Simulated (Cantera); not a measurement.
A closed system holds: 1 mol AlCl3, 4.3 mol N2O, 5.5 mol H2, 3.2 mol NH3, at 0.0100 bar.

Equilibrium computed with Cantera from the NASA thermochemical tables; the gas is ideal and each condensed phase is pure. Candidate condensed phases: Al, AlCl3, AlN, Al2O3, H2O, NH4Cl; 45 gas species. Rates play no part.

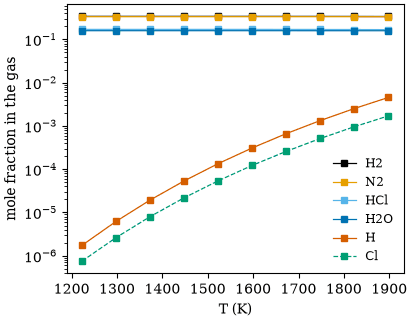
Figure. Equilibrium gas composition (values under 1e-9 drawn at 1e-9)

From 1223 K to 1898 K the condensed part is Al2O3(s).
